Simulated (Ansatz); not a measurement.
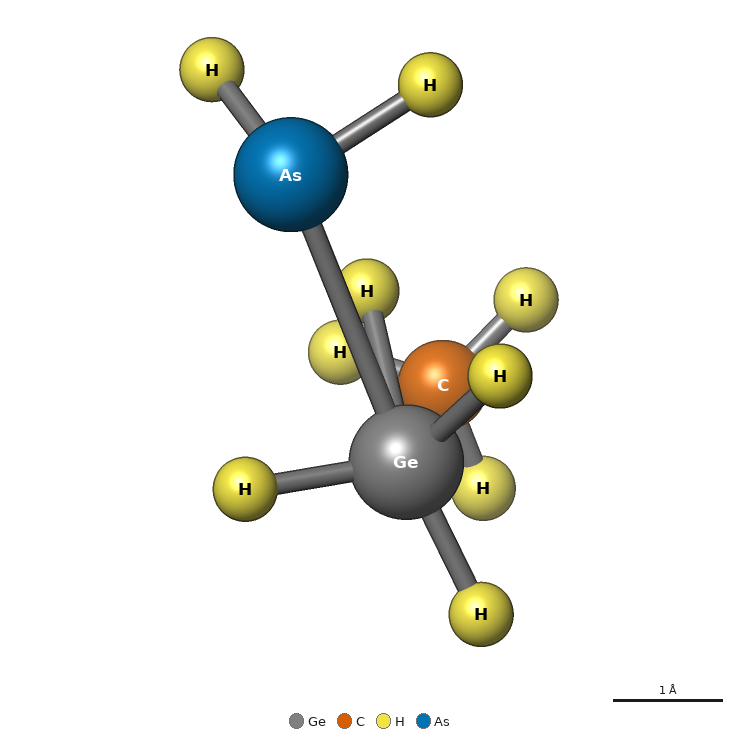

The structure as it stands in the input.

The calculation was set up as follows.

```yaml
crystal:
  periodic: [false, false, false]
  atoms:
    - {symbol: Ge, position_ang: [-1.258706, -0.489004, 0.277007]}
    - {symbol: C, position_ang: [0.154807, 1.453585, 0.734892]}
    - {symbol: H, position_ang: [-1.511229, -0.693579, -1.220019]}
    - {symbol: H, position_ang: [-0.867641, -1.663702, 1.172351]}
    - {symbol: H, position_ang: [-2.571939, 0.133470, 0.867793]}
    - {symbol: H, position_ang: [0.567120, -0.003133, -0.041541]}
    - {symbol: As, position_ang: [1.021455, -1.656393, -1.071087]}
    - {symbol: H, position_ang: [1.045236, 1.183856, 1.316877]}
    - {symbol: H, position_ang: [-0.552787, 2.043878, 1.337923]}
    - {symbol: H, position_ang: [0.399352, 1.955305, -0.209242]}
    - {symbol: H, position_ang: [2.518949, -1.456516, -0.824075]}
    - {symbol: H, position_ang: [1.055482, -0.807767, -2.340778]}
basis:
  gaussian: {orbitals: def2-SVP}
hamiltonian: {xc: pbe0, dispersion: d4}
phonons: {}
scf: {lower_state_search: off}
```

It was started with:

```sh
ansatz run in.yaml --threads 8 --pin off --events-out ev --progress --plain --max-ram 19148MiB
```

What the program printed (its end):

```
mean field -118508.27677957 eV, -4355.0988438543 hartree, gradient 2.7e-6 eV, S^2 0.000000; 0 other end points of the search recorded, 0 dependent functions left out
the calculation of the forces begins
reference -118508.27680812 eV, -4355.0988449032 hartree; 40, 40 occupied and 83, 83 virtual orbitals, 1337 factors
these checks for a lower state are left out or cut short: stability, starts, cluster_reference, orbital_swaps, neighbouring_geometries, increment
1337 factors; integrals over basis functions are off by at most 3.4e-4 eV
mean field -118508.27680753 eV, -4355.0988448817 hartree, gradient 2.0e-6 eV, S^2 0.000000; 0 other end points of the search recorded, 0 dependent functions left out
the calculation of the forces begins
reference -118508.27683608 eV, -4355.0988459307 hartree; 40, 40 occupied and 83, 83 virtual orbitals, 1337 factors
WARN: phonons: modes at or below zero, which the zero-point energy, F, S and C_V leave out: 1, the lowest at -1050.36 cm⁻¹. A minimum has none, and a first-order saddle one
Total energy: -118508.48630337 eV, -4355.1065437118 hartree
Atom 0 at    -1.258706    -0.489004     0.277007 Å, force     0.180076     2.243446     1.028288 eV/Å
Atom 1 at     0.154807     1.453585     0.734892 Å, force    -1.344438    -1.326596    -0.201453 eV/Å
Atom 2 at    -1.511229    -0.693579    -1.220019 Å, force    -0.000608     0.000259     0.001369 eV/Å
Atom 3 at    -0.867641    -1.663702     1.172351 Å, force    -0.000906     0.001816    -0.000584 eV/Å
Atom 4 at    -2.571939     0.133470     0.867793 Å, force    -0.001055    -0.000994    -0.000918 eV/Å
Atom 5 at     0.567120    -0.003133    -0.041541 Å, force     0.564964    -2.042617    -1.239791 eV/Å
Atom 6 at     1.021455    -1.656393    -1.071087 Å, force     0.604344     1.125396     0.412959 eV/Å
Atom 7 at     1.045236     1.183856     1.316877 Å, force    -0.002184     0.000143     0.002885 eV/Å
Atom 8 at    -0.552787     2.043878     1.337923 Å, force     0.000495     0.001008    -0.001189 eV/Å
Atom 9 at     0.399352     1.955305    -0.209242 Å, force     0.001505    -0.000307     0.001501 eV/Å
Atom 10 at     2.518949    -1.456516    -0.824075 Å, force    -0.000649    -0.000074    -0.002440 eV/Å
Atom 11 at     1.055482    -0.807767    -2.340778 Å, force    -0.001543    -0.001480    -0.000626 eV/Å
Dipole moment:    -0.108824     0.241889     0.150117 e Å
Vibrations: -1050.36 108.67 143.12 171.61 178.31 243.99 343.75 365.08 471.01 549.91 602.52 711.27 764.84 785.63 884.76 928.07 992.46 1001.96 1071.79 1272.29 1398.28 1425.01 2016.92 2170.87 2190.50 2207.73 2220.54 3058.84 3192.76 3233.25 cm⁻¹, zero-point energy 2.151481 eV
Checks for a lower state left out: stability, starts, cluster_reference, orbital_swaps, neighbouring_geometries, increment
```
